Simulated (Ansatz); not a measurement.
Loss of HBr: C3H7Br → C3H6 + HBr

Species: C3H7Br (2-bromopropane) `CC(C)Br`, singlet; C3H6 (propene) `C=CC`, singlet; HBr (hydrogen bromide), singlet. 

Shapes, held fixed at every level: PBE0-D4/def2-TZVP. Programs: Ansatz 0.2.0. The zero-point and thermal change to 298 K, harmonic and unscaled (PBE0-D4/def2-TZVP), is -16.9 kJ/mol.

**The experiment to reproduce.** Tabulated heats of formation (Active Thermochemical Tables, CRC Handbook of Chemistry and Physics): C3H7Br -99.4 (CRC); C3H6 +20.4 (ATcT); HBr -35.9 (ATcT) kJ/mol, which give ΔH(298 K) = +83.9 kJ/mol.

| level | kind | ΔH (kJ/mol) | computed − measured |
| --- | --- | --- | --- |
| HF/def2-SVP | Hartree–Fock | +57.3 | -26.6 |
| SPW92/def2-TZVPP | LDA | +113.9 | +30.0 |
| PBE0-D4/def2-TZVPP | global hybrid | +94.2 | +10.3 |
| wB97M-V/def2-TZVPP | range-separated hybrid | +83.7 | -0.2 |
| B2PLYP/def2-TZVPP | double hybrid | +72.6 | -11.3 |
| MP2/def2-SVP | perturbation theory | +87.0 | +3.1 |
| CCSD/def2-SVP | coupled cluster or CI | +72.0 | -11.9 |
| CCSD(T)/def2-TZVPP | coupled cluster or CI | +80.8 | -3.1 |

Nearest: wB97M-V/def2-TZVPP (-0.2); farthest: SPW92/def2-TZVPP (+30.0). 3 of 8 levels lie within 10 kJ/mol. The heats of C3H7Br come from older tables and can be uncertain by 10 kJ/mol or more. Relativity is left out for Br unless named. Correlated rows may include outer-core shells of Br, which these sets cover unevenly.

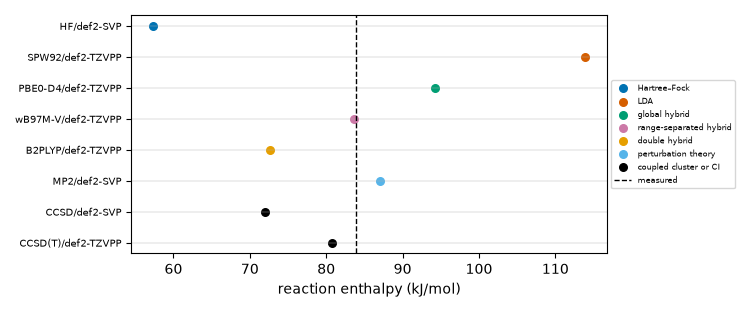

The values of the table, level by level.
